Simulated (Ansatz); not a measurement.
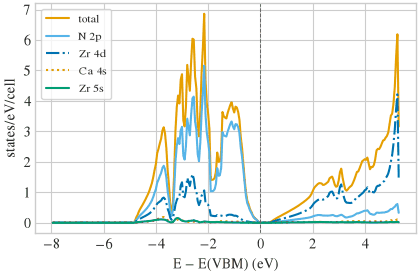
Fig. 1. Total and projected density of states of CaZrN$_{2}$ in space group R-3m (No. 166; Ca on 3a, Zr on 3b, N on 6c), plane-wave PAW LDA (Ansatz code)

Which orbitals carry the states next to the gap?

Top 1 eV of the valence band: N 2p 87 %, Zr 4d 5 %, outside the projected shells 5 %. Bottom 1 eV of the conduction band: Zr 4d 52 %, N 2p 20 %, Ca 4s 5 %, outside the projected shells 21 %. Projections are on Löwdin-orthogonalised atomic valence shells; empty p or d shells of many metals are not among them.

Where is the tallest occupied peak in this window, and what makes it?

Near -2.1 eV, about 6.9 states/eV per cell; the largest projected share is N 2p.

The workflow started from a Materials Project entry (that database holds measured and hypothetical structures alike); the Crystallography Open Database copy checked does not list it. Its standing as an ambient phase is unchecked. The cell was relaxed with LDA under the symmetry of its start; of distortions, only those at the zone centre were tested. The run is not spin-polarised. Scalar-relativistic: spin–orbit coupling is off unless named, which matters more the heavier the elements.

Potentials: the later of the program's two PAW sets.
